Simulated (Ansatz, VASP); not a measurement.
## Zn12CO (Zn(0001)) in two plane-wave programs

Aim: how closely do two programs agree when they are given the same cell, functional and k mesh?

Program: Ansatz 0.2.0. Level of theory: plane waves, with VASP 6.6.1 beside it; single point at RPBE. Results are calculated unless marked as measured.

**1. The starting structure**

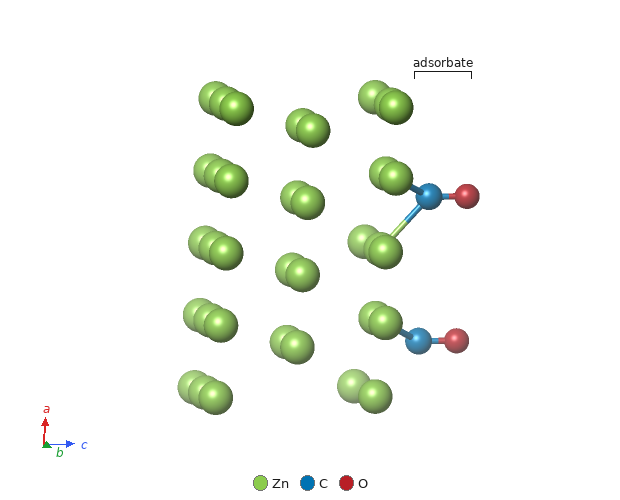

The starting structure, seen from the side, with the c axis across the page (zinc green, carbon blue, oxygen red). 2×1×1 cells are drawn. Bonds to atoms that aren't drawn are left out. Some periodic images of atoms are drawn too.

The cell holds 14 atoms: 12 Zn, 1 C and 1 O. Its edges and angles: a = 5.382 Å, b = 5.382 Å, c = 20.116 Å, α = 90.0°, β = 90.0°, γ = 60.0°. It derives from Zn. As first built, before any earlier steps moved the atoms: CO over the hcp site of Zn(0001). Vacuum lies along c.

As a file:

```cif
data_structure
_symmetry_space_group_name_H-M 'P 1'
_symmetry_Int_Tables_number 1
_cell_length_a 5.3824
_cell_length_b 5.3824
_cell_length_c 20.1163
_cell_angle_alpha 90.000
_cell_angle_beta 90.000
_cell_angle_gamma 60.000
_cell_volume 504.69
loop_
_atom_site_label
_atom_site_type_symbol
_atom_site_fract_x
_atom_site_fract_y
_atom_site_fract_z
_atom_site_occupancy
Zn1 Zn 0.00000 0.00000 0.37283 1
Zn2 Zn 0.50000 0.00000 0.37283 1
Zn3 Zn 0.00000 0.50000 0.37283 1
Zn4 Zn 0.50000 0.50000 0.37283 1
Zn5 Zn 0.83333 0.33333 0.50000 1
Zn6 Zn 0.33333 0.33333 0.50000 1
Zn7 Zn 0.83333 0.83333 0.50000 1
Zn8 Zn 0.33333 0.83333 0.50000 1
Zn9 Zn 0.00000 0.00000 0.62114 1
Zn10 Zn 0.50806 0.98388 0.62944 1
Zn11 Zn 0.98388 0.50806 0.62944 1
Zn12 Zn 0.50806 0.50806 0.62944 1
C13 C 0.33333 0.33333 0.70494 1
O14 O 0.33333 0.33333 0.76411 1
```

**2. VASP: single point, RPBE**

With cell and atoms fixed, the geometry can't cause a difference; cores, projectors, grids and the points listed under the comparison can.

Lines of VASP's logs that name or quote its potential files are left out, and so is its time.

INCAR reads:

```
SYSTEM = Zn12CO
PREC = Normal
ENCUT = 440
EDIFF = 1E-06
NELM = 120
ISMEAR = 1
SIGMA = 0.15
LREAL = Auto
ALGO = Fast
GGA = RP
NBANDS = 95
LORBIT = 11
LWAVE = .FALSE.
LCHARG = .FALSE.
KPAR = 4
IDIPOL = 3
LDIPOL = .TRUE.
DIPOL = 0.5 0.5 0.534
LVHAR = .TRUE.
LVACPOTAV = .TRUE.
NEDOS = 1500
```

POSCAR reads:

```
Zn12CO
1.0
    5.3823666566      0.0000000000      0.0000000000
    2.6911833283      4.6612662571      0.0000000000
    0.0000000000      0.0000000000     20.1163194799
Zn C O
12 1 1
Selective dynamics
Direct
    0.0000000000      0.0000000000      0.3728316200  F F F
    0.5000000000      0.0000000000      0.3728316200  F F F
    0.0000000000      0.5000000000      0.3728316200  F F F
    0.5000000000      0.5000000000      0.3728316200  F F F
    0.8333333300      0.3333333300      0.5000000000  F F F
    0.3333333300      0.3333333300      0.5000000000  F F F
    0.8333333300      0.8333333300      0.5000000000  F F F
    0.3333333300      0.8333333300      0.5000000000  F F F
    0.0000000000      0.0000000000      0.6211443579  T T T
    0.5080596969      0.9838806061      0.6294403861  T T T
    0.9838806061      0.5080596969      0.6294403861  T T T
    0.5080596969      0.5080596969      0.6294403861  T T T
    0.3333333300      0.3333333300      0.7049448293  T T T
    0.3333333300      0.3333333300      0.7641144221  T T T
```

KPOINTS reads:

```
Automatic mesh
0
Gamma
6 6 1
0 0 0
```

The projector-augmented-wave data sets are Zn, C and O (PBE family, release 64).

Launch:

```sh
$ mpirun -np 4 vasp_std
```

Numbers of over 12 decimals in the logs are rounded to 6 here.

What it wrote:

```text
[banner, memory and clock lines left out]
running    4 mpi-ranks, on    1 nodes
 distrk:  each k-point on    1 cores,    4 groups
 distr:  one band on    1 cores,    1 groups

 POSCAR found type information on POSCAR ZnC O
 POSCAR found :  3 types and      14 ions
|                                                                             |
|               ----> ADVICE to this user running VASP <----                  |
|                                                                             |
|     You enforced a specific xc type in the INCAR file but a different       |
|     [... a line on the potential file left out ...]
|     I HOPE YOU KNOW WHAT YOU ARE DOING!                                     |
|                                                                             |

 LDA part: xc-table for (Slater+PW92), standard interpolation
 POSCAR, INCAR and KPOINTS ok, starting setup
 FFT: planning ... GRIDC
 FFT: planning ... GRID_SOFT
 FFT: planning ... GRID
 WAVECAR not read
 entering main loop
       N       E                     dE             d eps       ncg     rms          rms(c)
DAV:   1     0.111154901541E+04    0.11115E+04   -0.66110E+04  1362   0.165E+03
DAV:   2     0.131937221386E+03   -0.97961E+03   -0.93921E+03  1330   0.403E+02
DAV:   3    -0.146253420812E+02   -0.14656E+03   -0.14335E+03  1441   0.158E+02
DAV:   4    -0.247183826004E+02   -0.10093E+02   -0.96789E+01  1532   0.369E+01
DAV:   5    -0.249552183196E+02   -0.23684E+00   -0.23620E+00  1454   0.422E+00    0.130E+01
RMM:   6    -0.276160686034E+02   -0.26609E+01   -0.12027E+01  1502   0.153E+01    0.126E+01
RMM:   7    -0.221727205741E+02    0.54433E+01   -0.21564E+00  1531   0.452E+00    0.671E+00
RMM:   8    -0.219326637806E+02    0.24006E+00   -0.51191E-01  1518   0.281E+00    0.432E+00
RMM:   9    -0.220676644198E+02   -0.13500E+00   -0.71958E-01  1598   0.219E+00    0.256E+00
RMM:  10    -0.217822110318E+02    0.28545E+00   -0.82506E-02  1495   0.102E+00    0.706E-01
RMM:  11    -0.217683973732E+02    0.13814E-01   -0.32837E-02  1503   0.441E-01    0.392E-01
RMM:  12    -0.217653711886E+02    0.30262E-02   -0.99936E-03  1571   0.245E-01    0.149E-01
RMM:  13    -0.217653865280E+02   -0.15339E-04   -0.20180E-03  1534   0.137E-01    0.831E-02
RMM:  14    -0.217653524168E+02    0.34111E-04   -0.41508E-04  1535   0.759E-02    0.328E-02
RMM:  15    -0.217654570312E+02   -0.10461E-03   -0.14541E-04  1560   0.407E-02    0.190E-02
RMM:  16    -0.217656170362E+02   -0.16001E-03   -0.67558E-05  1579   0.224E-02    0.183E-02
RMM:  17    -0.217657624145E+02   -0.14538E-03   -0.44367E-05  1493   0.160E-02    0.838E-03
RMM:  18    -0.217658667315E+02   -0.10432E-03   -0.23957E-05  1383   0.114E-02    0.350E-03
RMM:  19    -0.217658902559E+02   -0.23524E-04   -0.54616E-06  1175   0.618E-03    0.154E-03
RMM:  20    -0.217658962880E+02   -0.60320E-05   -0.13074E-06  1039   0.340E-03    0.117E-03
RMM:  21    -0.217658973097E+02   -0.10217E-05   -0.36708E-07   943   0.204E-03    0.903E-04
RMM:  22    -0.217658975506E+02   -0.24097E-06   -0.13346E-07   776   0.127E-03
|                                                                             |
|           W    W    AA    RRRRR   N    N  II  N    N   GGGG   !!!           |
|           W    W   A  A   R    R  NN   N  II  NN   N  G    G  !!!           |
|           W    W  A    A  R    R  N N  N  II  N N  N  G       !!!           |
|           W WW W  AAAAAA  RRRRR   N  N N  II  N  N N  G  GGG   !            |
|           WW  WW  A    A  R   R   N   NN  II  N   NN  G    G                |
|           W    W  A    A  R    R  N    N  II  N    N   GGGG   !!!           |
|                                                                             |
|     Did not find any points to average over, which means that no vacuum     |
|     field-free region was found. Please increase the size of  your cell     |
|     in the dimension of the dipole correction to obtain accurate            |
|     workfunction values.                                                    |
|                                                                             |

   1 F= -.21765898E+02 E0= -.21755986E+02  d E =-.297338E-01
```

From OUTCAR (step 2):

```text
ion  position               nearest neighbor table
   1  0.000  0.000  0.373-   2 2.69   2 2.69   3 2.69   4 2.69   3 2.69   4 2.69   8 2.99   5 2.99
                             7 2.99
   2  0.500  0.000  0.373-   1 2.69   1 2.69   3 2.69   4 2.69   4 2.69   3 2.69   7 2.99   6 2.99
                             8 2.99
   3  0.000  0.500  0.373-   4 2.69   4 2.69   1 2.69   2 2.69   2 2.69   1 2.69   6 2.99   7 2.99
                             5 2.99
   4  0.500  0.500  0.373-   3 2.69   3 2.69   1 2.69   2 2.69   1 2.69   2 2.69   5 2.99   8 2.99
                             6 2.99
   5  0.833  0.333  0.500-   6 2.69   6 2.69   7 2.69   8 2.69   7 2.69   8 2.69   9 2.89   4 2.99
                             1 2.99   3 2.99  12 3.01  11 3.01
   6  0.333  0.333  0.500-   5 2.69   5 2.69   7 2.69   8 2.69   8 2.69   7 2.69   3 2.99   2 2.99
                             4 2.99
   7  0.833  0.833  0.500-   8 2.69   8 2.69   5 2.69   6 2.69   6 2.69   5 2.69   9 2.89   2 2.99
                             3 2.99   1 2.99  10 3.01  11 3.01
   8  0.333  0.833  0.500-   7 2.69   7 2.69   5 2.69   6 2.69   5 2.69   6 2.69   9 2.89   1 2.99
                             4 2.99   2 2.99  12 3.01  10 3.01
   9  0.000  0.000  0.621-  10 2.70  11 2.70  12 2.70  12 2.70  10 2.70  11 2.70   8 2.89   5 2.89
                             7 2.89
  10  0.508  0.984  0.629-  13 2.23  12 2.56  11 2.56   9 2.70   9 2.70  11 2.82  12 2.82   7 3.01
                             8 3.01
  11  0.984  0.508  0.629-  13 2.23  12 2.56  10 2.56   9 2.70   9 2.70  12 2.82  10 2.82   7 3.01
                             5 3.01
  12  0.508  0.508  0.629-  13 2.23  11 2.56  10 2.56   9 2.70   9 2.70  11 2.82  10 2.82   5 3.01
                             8 3.01
  13  0.333  0.333  0.705-  14 1.19  11 2.23  10 2.23  12 2.23
  14  0.333  0.333  0.764-  13 1.19

  LATTYP: Found a hexagonal cell.
 ALAT       =     5.3823666566
 C/A-ratio  =     3.7374487402

 Subroutine GETGRP returns: Found  6 space group operations
 (whereof  6 operations were pure point group operations)

The static configuration has the point symmetry C_3v.

 Found      7 irreducible k-points:

   k-points           NKPTS =      7   k-points in BZ     NKDIM =      7   number of bands    NBANDS=     95

   dimension x,y,z NGX =    28 NGY =   28 NGZ =  108
   dimension x,y,z NGXF=    56 NGYF=   56 NGZF=  216

   ENCUT  =  440.0 eV  32.34 Ry    5.69 a.u.   9.21  9.21 34.41*2*pi/ulx,y,z

   NELECT =     154.0000    total number of electrons

 k-points in reciprocal lattice and weights: Automatic mesh
   0.00000000  0.00000000  0.00000000       0.028
   0.16666667 -0.00000000  0.00000000       0.167
   0.33333333 -0.00000000  0.00000000       0.167
   0.50000000  0.00000000  0.00000000       0.083
   0.33333333  0.16666667  0.00000000       0.167
   0.50000000  0.16666667  0.00000000       0.333
  -0.33333333  0.33333333  0.00000000       0.056

 dipolmoment           0.000000      0.000000      0.158467 electrons x Angstroem

 average (electrostatic) potential at core
       1 -41.2525       2 -41.2283       3 -41.2283       4 -41.2283       5 -41.4444
       6 -41.4310       7 -41.4444       8 -41.4444       9 -41.4263      10 -41.4976
      11 -41.4976      12 -41.4976      13 -58.7356      14 -79.3895

 E-fermi :  -1.2997

 k-point     1 :       0.0000    0.0000    0.0000
  band No.  band energies     occupation
    ...
     76      -2.5867      2.00000
     77      -2.5867      2.00000
     78      -1.6987      2.00110
     79      -1.6986      2.00110
     80      -1.3471      1.50578
     81      -0.8024     -0.00003
     82      -0.3378     -0.00000
     83      -0.3378     -0.00000
     84      -0.0687     -0.00000
     85       0.3541     -0.00000
    ...

 k-point     2 :       0.1667   -0.0000    0.0000
  band No.  band energies     occupation
    ...
     74      -3.0694      2.00000
     75      -2.4887      2.00000
     76      -2.1976      2.00000
     77      -1.9941      2.00000
     78      -1.3411      1.44758
     79      -1.2470      0.44364
     80      -0.9069     -0.00134
     81      -0.2917     -0.00000
     82      -0.2081     -0.00000
     83      -0.0238     -0.00000
    ...

 k-point     3 :       0.3333   -0.0000    0.0000
  band No.  band energies     occupation
    ...
     73      -3.6817      2.00000
     74      -3.5075      2.00000
     75      -2.9672      2.00000
     76      -1.9978      2.00000
     77      -1.7776      2.00006
     78      -0.7315     -0.00000
     79      -0.5540     -0.00000
     80      -0.2713     -0.00000
     81       0.3878     -0.00000
     82       0.7428     -0.00000
    ...

  Total       -1.7271968     -1.7271968     -0.0290801     -0.0000000      0.0000000      0.0000000
  in kB       -5.4831068     -5.4831068     -0.0923167     -0.0000000      0.0000000      0.0000000
  external PRESSURE =      -3.6861767 kB  Pullay stress =       0.0000000 kB

  energy-cutoff  :      440.00
  volume of cell :      504.69
      direct lattice vectors                 reciprocal lattice vectors
     5.382366657  0.000000000  0.000000000     0.185791876 -0.107266990  0.000000000
     2.691183328  4.661266257  0.000000000     0.000000000  0.214533980  0.000000000
     0.000000000  0.000000000 20.116319480     0.000000000  0.000000000  0.049710883

 POSITION                                       TOTAL-FORCE (eV/Angst)
 -----------------------------------------------------------------------------------
      0.00000      0.00000      7.50000         0.000000     -0.000000     -0.044372
      2.69118      0.00000      7.50000         0.000000      0.024087      0.000272
      1.34559      2.33063      7.50000         0.020860     -0.012043      0.000272
      4.03677      2.33063      7.50000        -0.020860     -0.012043      0.000272
      5.38237      1.55376     10.05816         0.000000      0.025652     -0.045764
      2.69118      1.55376     10.05816         0.000000     -0.000000      0.150622
      6.72796      3.88439     10.05816        -0.022215     -0.012826     -0.045764
      4.03677      3.88439     10.05816         0.022215     -0.012826     -0.045764
      0.00000      0.00000     12.49514         0.000000     -0.000000     -0.039858
      5.38237      4.58613     12.66202         0.000000      0.034880     -0.021072
      6.66289      2.36820     12.66202         0.030207     -0.017440     -0.021072
      4.10185      2.36820     12.66202        -0.030207     -0.017440     -0.021072
      2.69118      1.55376     14.18090         0.000000     -0.000000      0.027297
      2.69118      1.55376     15.37117         0.000000      0.000000      0.106003
 -----------------------------------------------------------------------------------
    total drift:                               -0.000148     -0.000085      0.029065

  FREE ENERGIE OF THE ION-ELECTRON SYSTEM (eV)
  ---------------------------------------------------
  free  energy   TOTEN  =       -21.7658975506 eV

  energy  without entropy=      -21.7361637905  energy(sigma->0) =      -21.75598630

 vacuum level on the upper side and lower side of the slab         3.740         2.596

 total charge
# of ion       s       p       d       tot
------------------------------------------
    1        0.596   0.377   9.714  10.687
    2        0.598   0.378   9.713  10.689
    3        0.598   0.378   9.713  10.689
    4        0.598   0.378   9.713  10.689
    5        0.593   0.410   9.716  10.719
    6        0.582   0.414   9.712  10.707
    7        0.593   0.410   9.716  10.719
    8        0.593   0.410   9.716  10.719
    9        0.595   0.383   9.717  10.695
   10        0.609   0.408   9.724  10.741
   11        0.609   0.408   9.724  10.741
   12        0.609   0.408   9.724  10.741
   13        0.942   1.526   0.000   2.467
   14        1.628   3.495   0.000   5.123
--------------------------------------------------
tot          9.744   9.782 116.601 136.128

[... 3 further parts left out ...]
```

[end of part 1 of 2]

[Lines on the potential files, build, host, timing and source positions are cut from VASP's logs without a mark.]

[Logs are printed without paths, hosts, clocks, repeated set-up lines and the standing remarks that a program may print on its own settings, such as how far it seeks lower states.]

[Hosts, paths, dates, database ids (printed as entryN), source tags and the programs' standing remarks are cut or masked in the printed files.]
